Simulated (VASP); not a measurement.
Band structure of ZrGe₂ (relaxed from the C49 structure, space group Cmcm). All values below come from PBEsol GGA, VASP's PBE PAW potentials (set 64) (plane waves; VASP 6.6.1).

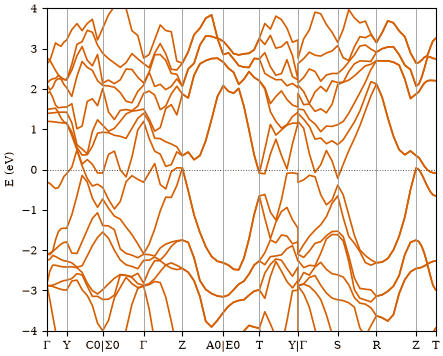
*Bands along high-symmetry lines, zero at the valence-band maximum or, without a gap, the Fermi level*

Q: Read the plot: is there a gap, and where are the band edges?

A: It has no gap at this level: it comes out as a metal or semimetal. (Edges off the drawn lines would not show.)

The structure was generated: ZrGe2 was put into the C49 type (Cmcm), which need not be its known phase. It was relaxed first.
